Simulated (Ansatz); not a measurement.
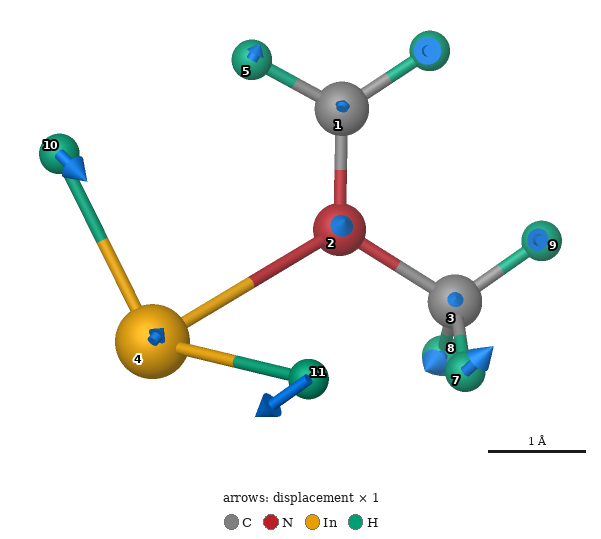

A relaxation of C2H7InN (multiplicity 2). The starting structure is drawn; blue arrows show the displacements, at their true length. The two geometries are superimposed by the best rigid fit.

The picture is a ball-and-stick view, seen from a free direction.

The start comes from GFN2-xTB.

All numbers below come from UKS PBE0-D4/def2-TZVP (Ansatz 0.2.0). Settings: force threshold 0.005 eV/Å; at most 150 steps.

Q: Which element moves most?

A: Hydrogen: up to 0.75 Å, against 0.29 Å for nitrogen.

Q: What did the optimiser do to the structure, and how much energy did it gain?

A: The atom that moves furthest after the best rigid fit is an H atom (0.75 Å). By element the largest moves are H 0.75 Å, N 0.29 Å, In 0.21 Å, C 0.14 Å. Near-neighbour distances that change, for instance: H–In 2.169 → 1.760 Å, In–N 2.609 → 2.378 Å, C–N 1.429 → 1.445 Å, C–N 1.252 → 1.262 Å. Bond angles that change, for instance: N–In–H 81.4° → 95.1°, C–N–In 114.3° → 121.6°, N–In–H 87.9° → 93.0°. The energy falls by 0.966 eV in 16 accepted moves (18 points after the start). Largest force component: 1.5 eV/Å at the start, 0.0035 eV/Å at the end. The line search rejected the trial steps at points 8, 13 of the run.
